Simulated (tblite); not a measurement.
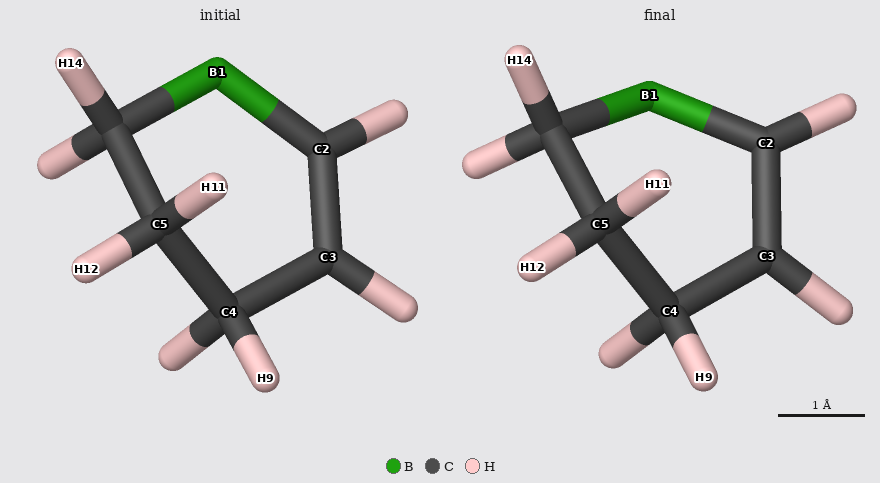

The structure of C5H8B (multiplicity 2) before (left) and after (right) a relaxation, at one scale.

Style: stick. Shown at a tilt.

All numbers below come from tblite, GFN2-xTB geometry optimisation, gas phase. 

> Summarise the run.

The largest move after the best rigid fit is that of the B atom, 0.35 Å. Largest moves by element: B 0.35 Å, H 0.24 Å, C 0.14 Å. Some distances before and after: B–C 1.554 → 1.467 Å, B–C 1.606 → 1.555 Å, C–H 1.125 → 1.094 Å, C–C 1.520 → 1.496 Å. Bond angles that change, for instance: B–C–C 121.3° → 111.8°, B–C–H 119.4° → 128.9°, C–B–C 117.1° → 126.4°. Over 47 geometry steps the energy falls by 0.312 eV.
